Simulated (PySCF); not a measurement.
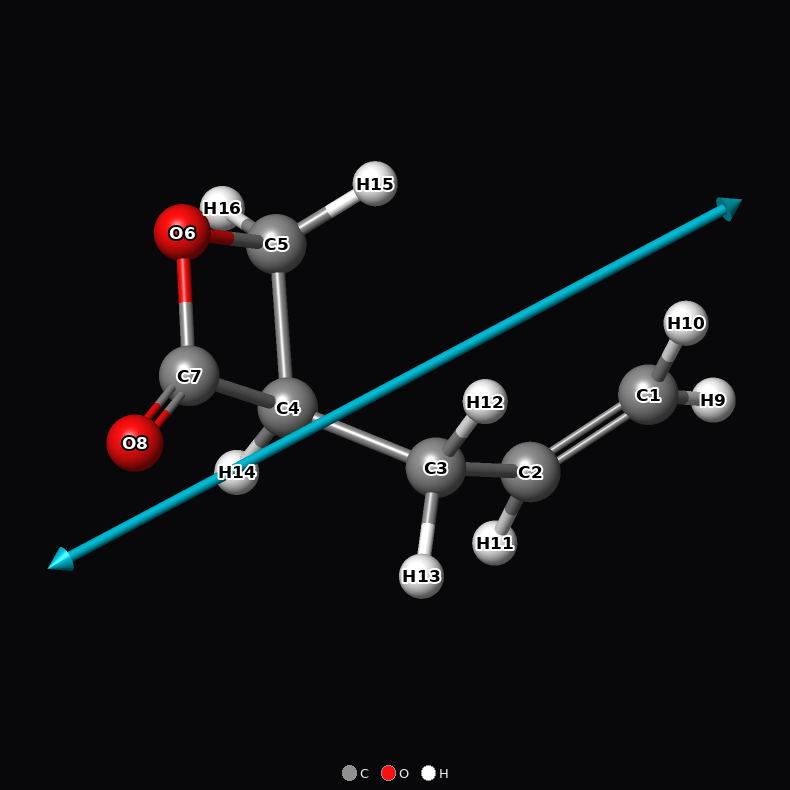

The double arrow shows the direction of the transition dipole to excited singlet state 2 (its length means nothing). Computed geometry: GFN2-xTB optimisation. No frequency run is at hand to confirm it as a minimum. Properties computed with TDDFT CAM-B3LYP/def2-SVPD, vertical, gas phase, core orbitals frozen in the response (PySCF 2.14.0).

Where does the transition lie, and how strong is it?

Answer. 7.48 eV (166 nm), oscillator strength 0.26, mainly HOMO → LUMO (weight 0.65); transition dipole 3.04 D.
